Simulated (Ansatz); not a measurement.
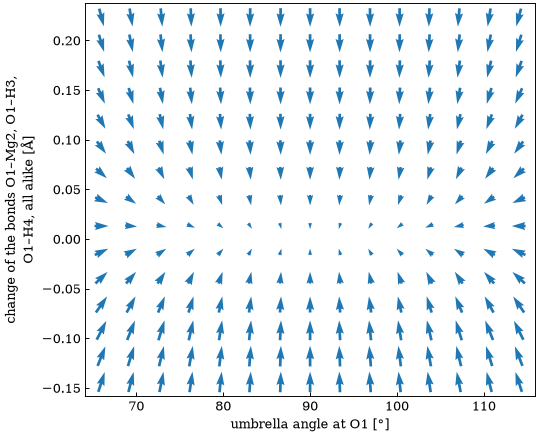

H3MgO, SMILES [OH2+][MgH], charge +1. 
- The first coordinate is: umbrella angle at O1 (between each of its bonds and their common axis; 90 is planar); the second: change of the bonds O1–Mg2, O1–H3, O1–H4, all alike.
- Nothing is relaxed (all other coordinates rigid).
- The scan uses a 15 × 15 grid; 120 points were computed and 105 follow by symmetry.
- Points are written as (first, second).
- The calculation used RKS PBE0-D4/def2-TZVP in Ansatz.

In the figure: arrows along the force (downhill), their lengths compressed.

Question: The arrows alone are given. Where is the energy lowest?

Answer: The arrows converge at about (90°, 0.000 Å) (read from the interpolated surface).

The energy map of the same scan:

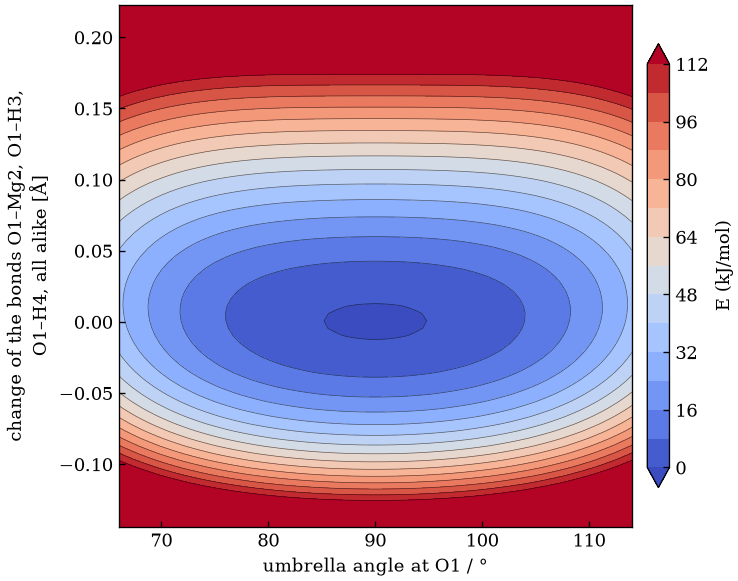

Energies are in kJ/mol, from the lowest grid point; between grid points the surface is interpolated.
